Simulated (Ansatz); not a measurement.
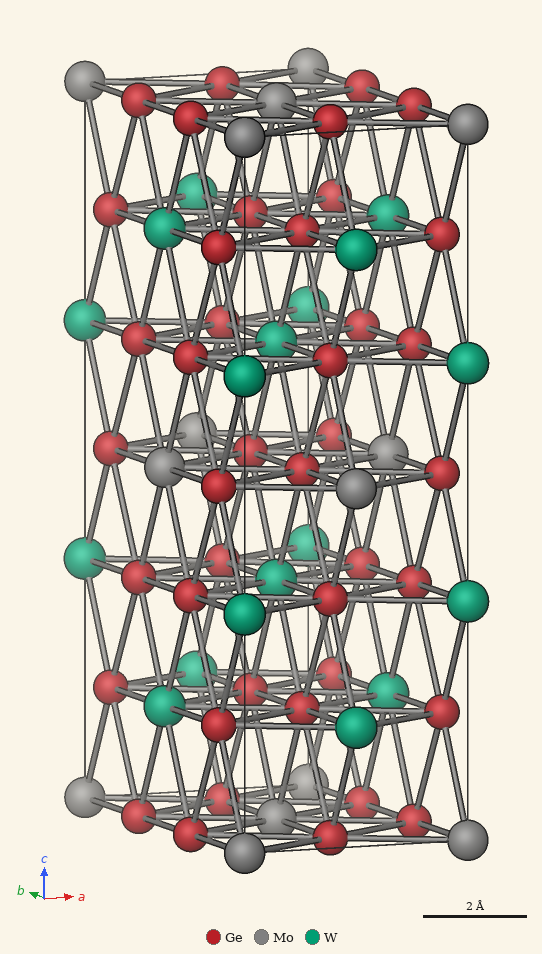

The figure gives a ball-and-stick picture of the atoms, viewed slightly off an axis. Atoms at the boundary of the conventional unit cell (the box) are drawn once for each face, edge or corner they touch.

Ge₆MoW₂, space group Fmmm (No. 69), a = 4.724 Å, b = 8.288 Å, c = 14.176 Å, α = 90.00°, β = 90.00°, γ = 90.00°. Its origin is a structure type filled with these elements by a generator (whether the compound takes this form wasn't checked). Earlier steps of the study may have refined or changed the cell and positions. It was run through Ansatz as a DFT input.

This one geometry was computed with Ansatz (DFT, plane waves, PAW) at three levels of theory: r2SCAN, LDA and PBE.

Question: Which level gives the highest pressure at this volume, and what does that say about its equilibrium volume?

Answer: Highest: PBE (0.0 GPa), which points to the largest equilibrium volume. Lowest, with the smallest volume: LDA (-9.7 GPa). Levels within 0.5 GPa of each other can't be told apart.

Question: How does the band gap change with the level of theory?

Answer: All levels give a metal.

Question: Collect the results in a table.

Answer:
| level | cutoff (eV) | k-mesh of the run's cell | gap (eV) | pressure (GPa) |
| --- | --- | --- | --- | --- |
| r2SCAN | 500 | 10×10×10 | metal | -4.4 |
| LDA | 420 | 10×10×10 | metal | -9.7 |
| PBE | 420 | 10×10×10 | metal | 0.0 |

Gaps are taken on the k-mesh or band path of each run.
